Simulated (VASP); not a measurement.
# Fe (Iron-alpha): accuracy against cost in the SCF threshold and SCF solver

Aim: find what the SCF threshold and SCF solver change for Fe (Iron-alpha), and what they cost. The series runs use r2SCAN. The SCF threshold tried: EDIFF = 0.01; EDIFF = 0.001; EDIFF = 1E-04; EDIFF = 1E-05; EDIFF = 1E-06; EDIFF = 1E-08. The SCF solver tried: ALGO = Normal; ALGO = Fast; ALGO = VeryFast; ALGO = All; ALGO = Damped; AMIX = 0.1, BMIX = 0.01; AMIX = 0.8; IMIX = 1, AMIX = 0.2. The start is a cell from a database of measured crystal structures.

Calculated with VASP 6.6.1; r2SCAN, spin-polarised from a ferromagnetic start (one magnetic atom a cell); plane waves and PAW (Fe).

### Step 1. Set-up

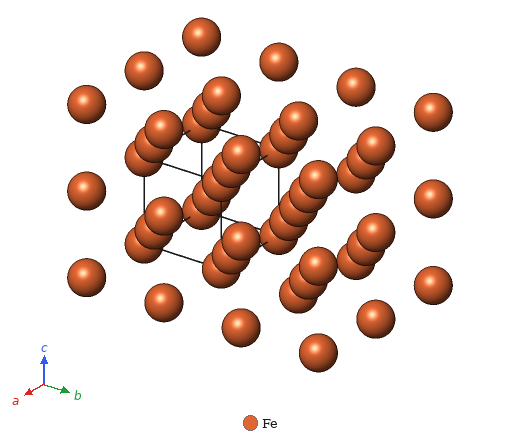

Start, viewed from a free direction; iron orange. 2×3×2 cells are drawn. This picture shows the conventional cell, with its axes. Some periodic images of atoms are drawn too.

### Step 2. SCF threshold: EDIFF = 0.01

EDIFF stops the electronic loop; forces need it tighter than energies do. r2SCAN adds the kinetic-energy density, costs more than a GGA and is run with LASPH.

INCAR reads:

```
SYSTEM = Fe
PREC = Accurate
ENCUT = 400
EDIFF = 0.01
NELM = 100
ISMEAR = -1
SIGMA = 0.05
LREAL = .FALSE.
ALGO = Normal
METAGGA = R2SCAN
LASPH = .TRUE.
NBANDS = 10
ISPIN = 2
MAGMOM = 3
LMAXMIX = 4
LORBIT = 11
LWAVE = .FALSE.
LCHARG = .FALSE.
KPAR = 2
ISIF = 2
```

POSCAR reads:

```
Fe
1.0
   -1.4332500000      1.4332500000      1.4332500000
    1.4332500000     -1.4332500000      1.4332500000
    1.4332500000      1.4332500000     -1.4332500000
Fe
1
Direct
    0.0000000000      0.0000000000      0.0000000000
```

KPOINTS reads:

```
Automatic mesh
0
Gamma
9 9 9
0 0 0
```

The projector-augmented-wave data sets are Fe (PBE family, release 64).

Launch:

```sh
$ mpirun -np 2 vasp_std
```

Log:

```text
[banner, memory and clock lines left out]
running    2 mpi-ranks, on    1 nodes
 distrk:  each k-point on    1 cores,    2 groups
 distr:  one band on    1 cores,    1 groups

 POSCAR found type information on POSCAR Fe
 POSCAR found :  1 types and       1 ions
|                                                                             |
|               ----> ADVICE to this user running VASP <----                  |
|                                                                             |
|     You enforced a specific xc type in the INCAR file but a different       |
|     [... a line on the potential file left out ...]
|     I HOPE YOU KNOW WHAT YOU ARE DOING!                                     |
|                                                                             |

 LDA part: xc-table for (None), standard interpolation
 POSCAR, INCAR and KPOINTS ok, starting setup
 FFT: planning ... GRIDC
 FFT: planning ... GRID_SOFT
 FFT: planning ... GRID
 WAVECAR not read
 entering main loop
       N       E                     dE             d eps       ncg     rms          rms(c)
DAV:   1     0.988234479657E+01    0.98823E+01   -0.35691E+03  1544   0.818E+02
DAV:   2    -0.149947456915E+02   -0.24877E+02   -0.22589E+02  1434   0.125E+02
DAV:   3    -0.154392764506E+02   -0.44453E+00   -0.44146E+00  1534   0.219E+01
DAV:   4    -0.154414576972E+02   -0.21812E-02   -0.21806E-02  1512   0.142E+00
DAV:   5    -0.154414810480E+02   -0.23351E-04   -0.23349E-04   936   0.148E-01    0.113E+01
DAV:   6    -0.143595990097E+02    0.10819E+01   -0.15166E+01  1552   0.591E+01    0.686E+00
DAV:   7    -0.143568016995E+02    0.27973E-02   -0.12507E+00  1588   0.145E+01    0.449E+00
DAV:   8    -0.143689188870E+02   -0.12117E-01   -0.48217E-02  1204   0.167E+00    0.226E+00
DAV:   9    -0.143595185442E+02    0.94003E-02   -0.47932E-02  1156   0.180E+00
   1 F= -.14359519E+02 E0= -.14357014E+02  d E =-.501009E-02  mag=     2.5521
```

Elapsed: 9.8 s, on 2 MPI ranks of Intel Xeon Platinum 8488C (Sapphire Rapids), shared host; peak memory 0.22 GiB.

The logs omit lines about the potential files and the build; timing stands in the text.

From OUTCAR (step 2):

```text
ion  position               nearest neighbor table
   1  0.000  0.000  0.000-

  LATTYP: Found a body centered cubic cell.
 ALAT       =     2.8665000000

 Subroutine GETGRP returns: Found 48 space group operations
 (whereof 48 operations were pure point group operations)

The static configuration has the point symmetry O_h .

 Found     35 irreducible k-points:

   k-points           NKPTS =     35   k-points in BZ     NKDIM =     35   number of bands    NBANDS=     10

   dimension x,y,z NGX =    16 NGY =   16 NGZ =   16
   dimension x,y,z NGXF=    32 NGYF=   32 NGZF=   32

   ENCUT  =  400.0 eV  29.40 Ry    5.42 a.u.   4.05  4.05  4.05*2*pi/ulx,y,z

   NELECT =       8.0000    total number of electrons

 k-points in reciprocal lattice and weights: Automatic mesh
   0.00000000  0.00000000  0.00000000       0.001
   0.11111111  0.00000000  0.00000000       0.016
   0.22222222  0.00000000  0.00000000       0.016
   0.33333333  0.00000000  0.00000000       0.016
   0.44444444  0.00000000  0.00000000       0.016
   0.11111111  0.11111111  0.00000000       0.033
   0.22222222  0.11111111 -0.00000000       0.066
   0.33333333  0.11111111 -0.00000000       0.066
   0.44444444  0.11111111  0.00000000       0.033
[...]
-0.44444444 -0.44444444  0.33333333       0.011
  -0.44444444  0.44444444  0.44444444       0.008

 average (electrostatic) potential at core
       1 -48.6107

 E-fermi :   5.5463

 spin component 1
 k-point     1 :       0.0000    0.0000    0.0000
  band No.  band energies     occupation
    ...
      2       2.4150      1.00000
      3       2.4152      1.00000
      4       2.4152      1.00000
      5       3.6026      1.00000
      6       3.6026      1.00000
      7      31.1961      0.00000
      8      31.1962      0.00000
      9      31.1962      0.00000
     10      36.0207      0.00000

 k-point     2 :       0.1111    0.0000    0.0000
  band No.  band energies     occupation
    ...
      2       2.2931      1.00000
      3       2.4070      1.00000
      4       2.6712      1.00000
      5       3.4969      1.00000
      6       3.6126      1.00000
      7      28.0175      0.00000
      8      30.2334      0.00000
      9      30.6687      0.00000
     10      33.9140      0.00000

 k-point     3 :       0.2222    0.0000    0.0000
  band No.  band energies     occupation
    ...
      2       1.9934      1.00000
      3       2.3807      1.00000
      4       3.3596      1.00000
      5       3.4210      1.00000
      6       3.6476      1.00000
      7      22.6516      0.00000
      8      27.8051      0.00000
      9      29.8310      0.00000
     10      30.3387      0.00000

 k-point     4 :       0.3333    0.0000    0.0000
  band No.  band energies     occupation
    ...
      2       1.6657      1.00000
      3       3.1616      1.00000
      4       3.6015      1.00000
      5       3.7043      1.00000
      6       4.2240      1.00000
      7      17.3610      0.00000
      8      25.6640      0.00000
      9      27.5167      0.00000
     10      29.2377      0.00000

 k-point     5 :       0.4444    0.0000    0.0000
  band No.  band energies     occupation
    ...
      2       1.4589      1.00000
      3       3.6234      1.00000
      4       3.7520      1.00000
      5       4.8497      1.00000
      6       5.5368      0.54709
      7      13.1706      0.00000
      8      24.4866      0.00000
      9      25.9035      0.00000
     10      28.9522      0.00000

 k-point     6 :       0.1111    0.1111    0.0000
  band No.  band energies     occupation
    ...
      2       2.1607      1.00000
      3       2.2253      1.00000
      4       3.2166      1.00000
      5       3.3638      1.00000
      6       3.6773      1.00000
      7      25.1394      0.00000
      8      26.3223      0.00000
      9      30.3248      0.00000
     10      31.4031      0.00000

  Total        0.2100690      0.2100690      0.2100690      0.0000000      0.0000000     -0.0000000
  in kB       28.5789804     28.5789804     28.5789804      0.0000000      0.0000000     -0.0000000
  external PRESSURE =      28.5789804 kB  Pullay stress =       0.0000000 kB

  energy-cutoff  :      400.00
  volume of cell :       11.78
      direct lattice vectors                 reciprocal lattice vectors
    -1.433250000  1.433250000  1.433250000     0.000000000  0.348857492  0.348857492
     1.433250000 -1.433250000  1.433250000     0.348857492  0.000000000  0.348857492
     1.433250000  1.433250000 -1.433250000     0.348857492  0.348857492  0.000000000

 POSITION                                       TOTAL-FORCE (eV/Angst)
 -----------------------------------------------------------------------------------
      0.00000      0.00000      0.00000         0.000000      0.000000     -0.000000
 -----------------------------------------------------------------------------------
    total drift:                                0.000000      0.000000     -0.000000

  FREE ENERGIE OF THE ION-ELECTRON SYSTEM (eV)
  ---------------------------------------------------
  free  energy   TOTEN  =       -14.3595185442 eV

  energy  without entropy=      -14.3545084571  energy(sigma->0) =      -14.35701350

 total charge
# of ion       s       p       d       tot
------------------------------------------
    1        0.474   0.546   6.178   7.197

 magnetization (x)
# of ion       s       p       d       tot
------------------------------------------
    1       -0.017  -0.127   2.792   2.648

[... 6 further parts left out ...]
```

The cell holds one magnetic atom, so no antiferromagnetic order fits into it. The k-mesh is coarse for a metal. SCAN-type functionals tend to overstate the moments of itinerant magnets. The PAW data sets were made with PBE, which is usual practice but a small mismatch for other functionals.

Numbers from this step:

```yaml
scf_cycles: 9
electrons: 8
bands: 10
irreducible_k_points: 35
symmetry_operations: 48
free_energy_toten: -14.36 eV
energy_at_zero_smearing: -14.36 eV
fermi_energy: 5.546 eV
pressure: 2.858 GPa
moment_of_the_cell_from_the_last_line_of_the_log: 2.552 μB
metallic: yes
```

Spin moment in the PAW sphere by atom:

```
atom  spin moment in the PAW sphere (μB)
 Fe1                                2.65
```

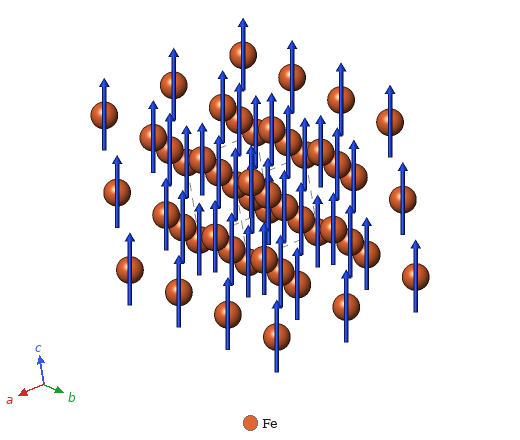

Spin moment in the PAW sphere as arrows, the longest 2.65 μB. Up and down stand for the sign. Arrows give size and sign along the axis of quantisation, drawn up and down the page. 2×3×2 conventional cells are drawn. Some periodic images of atoms are drawn too.

The series starts at -14.3570 eV an atom and 2.86 GPa, after 9 cycles in 9.8 s.

### Step 3. SCF threshold: EDIFF = 0.001

Edit INCAR of step 2 so:

```diff
@@ -3,3 +3,3 @@
 ENCUT = 400
-EDIFF = 0.01
+EDIFF = 0.001
 NELM = 100
```

POSCAR is that of step 2.

KPOINTS is that of step 2.

Launch:

```sh
$ mpirun -np 2 vasp_std
```

Log:

```text
[banner, memory and clock lines left out]
running    2 mpi-ranks, on    1 nodes
[...]
[... a notice as in an earlier step ...]

 LDA part: xc-table for (None), standard interpolation
 POSCAR, INCAR and KPOINTS ok, starting setup
[...]
entering main loop
       N       E                     dE             d eps       ncg     rms          rms(c)
[... 3 cycles as in an earlier step ...]
DAV:   4    -0.154414640417E+02   -0.21876E-02   -0.21870E-02  1544   0.142E+00
DAV:   5    -0.154414831565E+02   -0.19115E-04   -0.19114E-04  1160   0.133E-01    0.113E+01
DAV:   6    -0.143595921828E+02    0.10819E+01   -0.15166E+01  1552   0.591E+01    0.686E+00
DAV:   7    -0.143568009499E+02    0.27912E-02   -0.12506E+00  1588   0.145E+01    0.449E+00
DAV:   8    -0.143689783777E+02   -0.12177E-01   -0.48817E-02  1734   0.167E+00    0.226E+00
DAV:   9    -0.143595404154E+02    0.94380E-02   -0.48086E-02  1512   0.186E+00    0.491E-01
DAV:  10    -0.143617596319E+02   -0.22192E-02   -0.20287E-02  1560   0.128E+00    0.153E-01
DAV:  11    -0.143625541346E+02   -0.79450E-03   -0.58933E-04   720   0.252E-01
   1 F= -.14362554E+02 E0= -.14360080E+02  d E =-.494736E-02  mag=     2.5688
```

Run time: 11 s. Hardware: 2 MPI ranks; peak memory 0.23 GiB; 22 s of CPU time.

From OUTCAR (step 3):

```text
  Total       -0.3160291     -0.3160291     -0.3160291     -0.0000000      0.0000000     -0.0000000
  in kB      -42.9943923    -42.9943923    -42.9943923     -0.0000000      0.0000000     -0.0000000
  external PRESSURE =     -42.9943923 kB  Pullay stress =       0.0000000 kB

 POSITION                                       TOTAL-FORCE (eV/Angst)
 -----------------------------------------------------------------------------------
      0.00000      0.00000      0.00000        -0.000000      0.000000     -0.000000
 -----------------------------------------------------------------------------------
    total drift:                                0.000000     -0.000000     -0.000000

  FREE ENERGIE OF THE ION-ELECTRON SYSTEM (eV)
  ---------------------------------------------------
  free  energy   TOTEN  =       -14.3625541346 eV

  energy  without entropy=      -14.3576067766  energy(sigma->0) =      -14.36008046

 magnetization (x)
# of ion       s       p       d       tot
------------------------------------------
    1       -0.016  -0.120   2.777   2.641

[... 2 parts as in an earlier step ...]

[... 1 further part left out ...]
[key lines of the parts left out:]
E-fermi :   5.4974
```

Against the run before the energy moves by -3.07 meV an atom and the pressure by -7.16 GPa, after 11 cycles in 11 s.

### Step 4. SCF threshold: EDIFF = 1E-04

Edit INCAR of step 3 so:

```diff
@@ -3,3 +3,3 @@
 ENCUT = 400
-EDIFF = 0.001
+EDIFF = 1E-04
 NELM = 100
```

POSCAR is that of step 3.

KPOINTS is that of step 3.

Launch:

```sh
$ mpirun -np 2 vasp_std
```

Log:

```text
[... set-up lines as in an earlier step ...]
 entering main loop
       N       E                     dE             d eps       ncg     rms          rms(c)
[... 4 cycles as in an earlier step ...]
DAV:   5    -0.154414846708E+02   -0.20629E-04   -0.20628E-04  1504   0.133E-01    0.113E+01
DAV:   6    -0.143595358793E+02    0.10819E+01   -0.15162E+01  1552   0.590E+01    0.686E+00
DAV:   7    -0.143568077344E+02    0.27281E-02   -0.12503E+00  1588   0.145E+01    0.449E+00
DAV:   8    -0.143689779541E+02   -0.12170E-01   -0.48822E-02  1734   0.167E+00    0.226E+00
DAV:   9    -0.143595405406E+02    0.94374E-02   -0.48082E-02  1514   0.186E+00    0.491E-01
DAV:  10    -0.143617594011E+02   -0.22189E-02   -0.20291E-02  1580   0.128E+00    0.153E-01
DAV:  11    -0.143625576323E+02   -0.79823E-03   -0.62465E-04  1476   0.252E-01    0.614E-02
DAV:  12    -0.143625262866E+02    0.31346E-04   -0.24036E-05   720   0.599E-02
   1 F= -.14362526E+02 E0= -.14360054E+02  d E =-.494539E-02  mag=     2.5696
```

Elapsed: 18 s, on 2 MPI ranks; peak memory 0.23 GiB; 34 s of CPU time.

OUTCAR, selected parts (step 4):

```text
  Total       -0.2368899     -0.2368899     -0.2368899     -0.0000000     -0.0000000     -0.0000000
  in kB      -32.2278460    -32.2278460    -32.2278460     -0.0000000     -0.0000000     -0.0000000
  external PRESSURE =     -32.2278460 kB  Pullay stress =       0.0000000 kB

 POSITION                                       TOTAL-FORCE (eV/Angst)
 -----------------------------------------------------------------------------------
      0.00000      0.00000      0.00000        -0.000000     -0.000000      0.000000
 -----------------------------------------------------------------------------------
    total drift:                                0.000000      0.000000     -0.000000

  FREE ENERGIE OF THE ION-ELECTRON SYSTEM (eV)
  ---------------------------------------------------
  free  energy   TOTEN  =       -14.3625262866 eV

  energy  without entropy=      -14.3575808916  energy(sigma->0) =      -14.36005359

 magnetization (x)
# of ion       s       p       d       tot
------------------------------------------
    1       -0.016  -0.121   2.777   2.641

[... 2 parts as in an earlier step ...]

[... 1 further part left out ...]
[key lines of the parts left out:]
E-fermi :   5.4967
```

Against the run before the energy moves by +0.03 meV an atom and the pressure by +1.08 GPa, after 12 cycles in 18 s.

### Step 5. SCF threshold: EDIFF = 1E-05

Edit INCAR of step 4 so:

```diff
@@ -3,3 +3,3 @@
 ENCUT = 400
-EDIFF = 1E-04
+EDIFF = 1E-05
 NELM = 100
```

POSCAR is that of step 4.

KPOINTS is that of step 4.

Launch:

```sh
$ mpirun -np 2 vasp_std
```

Log:

```text
[... set-up lines as in an earlier step ...]
 entering main loop
       N       E                     dE             d eps       ncg     rms          rms(c)
[... 4 cycles as in an earlier step ...]
DAV:   5    -0.154414846900E+02   -0.20648E-04   -0.20648E-04  1528   0.133E-01    0.113E+01
DAV:   6    -0.143595346867E+02    0.10820E+01   -0.15162E+01  1552   0.590E+01    0.686E+00
DAV:   7    -0.143568079341E+02    0.27268E-02   -0.12503E+00  1588   0.145E+01    0.449E+00
DAV:   8    -0.143689779595E+02   -0.12170E-01   -0.48822E-02  1734   0.167E+00    0.226E+00
[...]
DAV:  12    -0.143625262931E+02    0.31340E-04   -0.24091E-05   962   0.599E-02    0.228E-02
DAV:  13    -0.143625471144E+02   -0.20821E-04   -0.26991E-05  1104   0.454E-02    0.881E-03
DAV:  14    -0.143625432887E+02    0.38258E-05   -0.30639E-06   708   0.269E-02
   1 F= -.14362543E+02 E0= -.14360071E+02  d E =-.494401E-02  mag=     2.5701
```

Wall time 17 s (2 MPI ranks); peak memory 0.23 GiB; 32 s of CPU time.

From OUTCAR (step 5):

```text
  Total       -0.2408075     -0.2408075     -0.2408075     -0.0000000      0.0000000     -0.0000000
  in kB      -32.7608135    -32.7608135    -32.7608135     -0.0000000      0.0000000     -0.0000000
  external PRESSURE =     -32.7608135 kB  Pullay stress =       0.0000000 kB

  FREE ENERGIE OF THE ION-ELECTRON SYSTEM (eV)
  ---------------------------------------------------
  free  energy   TOTEN  =       -14.3625432887 eV

  energy  without entropy=      -14.3575992794  energy(sigma->0) =      -14.36007128

 magnetization (x)
# of ion       s       p       d       tot
------------------------------------------
    1       -0.016  -0.121   2.778   2.641

[... 3 parts as in an earlier step ...]

[... 1 further part left out ...]
[key lines of the parts left out:]
E-fermi :   5.4977
```

Against the run before the energy moves by -0.02 meV an atom and the pressure by -0.05 GPa, after 14 cycles in 17 s.

### Step 6. SCF threshold: EDIFF = 1E-06

Edit INCAR of step 5 so:

```diff
@@ -3,3 +3,3 @@
 ENCUT = 400
-EDIFF = 1E-05
+EDIFF = 1E-06
 NELM = 100
```

POSCAR is that of step 5.

KPOINTS is that of step 5.

Launch:

```sh
$ mpirun -np 2 vasp_std
```

Log:

```text
[... set-up lines as in an earlier step ...]
 entering main loop
       N       E                     dE             d eps       ncg     rms          rms(c)
[... 11 cycles as in an earlier step ...]
DAV:  12    -0.143625263641E+02    0.31269E-04   -0.24805E-05  1604   0.599E-02    0.231E-02
DAV:  13    -0.143625474730E+02   -0.21109E-04   -0.26415E-05  1602   0.446E-02    0.873E-03
DAV:  14    -0.143625431326E+02    0.43404E-05   -0.21438E-06   872   0.206E-02    0.216E-03
DAV:  15    -0.143625428438E+02    0.28874E-06   -0.72394E-08   710   0.352E-03
   1 F= -.14362543E+02 E0= -.14360071E+02  d E =-.494453E-02  mag=     2.5701
```

Wall time 18 s (2 MPI ranks); peak memory 0.22 GiB; 35 s of CPU time.

From OUTCAR (step 6):

```text
  Total       -0.2401836     -0.2401836     -0.2401836     -0.0000000     -0.0000000     -0.0000000
  in kB      -32.6759399    -32.6759399    -32.6759399     -0.0000000     -0.0000000     -0.0000000
  external PRESSURE =     -32.6759399 kB  Pullay stress =       0.0000000 kB

  FREE ENERGIE OF THE ION-ELECTRON SYSTEM (eV)
  ---------------------------------------------------
  free  energy   TOTEN  =       -14.3625428438 eV

  energy  without entropy=      -14.3575983127  energy(sigma->0) =      -14.36007058

[... 4 parts as in an earlier step ...]

[... 1 further part left out ...]
[key lines of the parts left out:]
E-fermi :   5.4979
```

Against the run before the energy stays within 0.01 meV an atom; the pressure moves by +0.01 GPa, after 15 cycles in 18 s.

(Continued in part 2 of 3.)

[Lines on the potential files, build, host, timing and source positions are cut from VASP's logs without a mark.]

[Logs are printed without paths, hosts, clocks, repeated set-up lines and the standing remarks that a program may print on its own settings, such as how far it seeks lower states.]

[Hosts, paths, dates, database ids (printed as entryN), source tags and the programs' standing remarks are cut or masked in the printed files.]

[A measured line is paired with the nearest computed mode of its activity, which favours agreement.]
